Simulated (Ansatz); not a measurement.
Complex (SMILES): F (HF) with N#N (N2), atoms 1 to 2 the first; geometry from B3LYP-D3(BJ)/def2-TZVP, monomers rigid:
```xyz
4

F      0.3830    -0.0965     0.2212
H     -0.2809     0.0249    -0.4159
N     -2.5150     0.4344    -2.5571
N     -1.7349     0.2913    -1.8098
```

Basis-set convergence of the counterpoise-corrected interaction energy at B3LYP with Ansatz (a program for electronic structure). Cartesian d functions, on some or all atoms, in 6-31G**; all else is spherical. The program fits the integrals of some runs and decomposes those of others, by size. No added dispersion term, no relativity. Functions are those of the species that has most. Reference: the value in aug-pcseg-3, -2.05 kcal/mol. Deviations are taken from unrounded values.

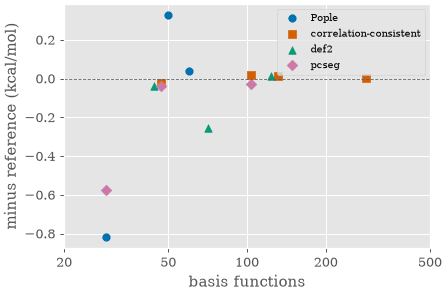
Fig. 1. Deviation from the reference against the number of basis functions, by family of sets.

| basis | functions | counterpoise-corrected interaction energy (kcal/mol) | minus reference (kcal/mol) |
|---|---|---|---|
| 6-31G | 29 | -2.86 | -0.82 |
| pcseg-0 | 29 | -2.62 | -0.57 |
| def2-SV(P) | 44 | -2.08 | -0.04 |
| cc-pVDZ | 47 | -2.07 | -0.02 |
| pcseg-1 | 47 | -2.08 | -0.04 |
| 6-31G** | 50 | -1.72 | 0.33 |
| 6-311G** | 60 | -2.01 | 0.04 |
| def2-SVPD | 71 | -2.30 | -0.26 |
| cc-pVTZ | 104 | -2.03 | 0.02 |
| pcseg-2 | 104 | -2.07 | -0.03 |
| def2-TZVPD | 123 | -2.03 | 0.02 |
| jun-cc-pV(T+d)Z | 131 | -2.03 | 0.01 |
| aug-cc-pVQZ | 286 | -2.04 | 0.00 |
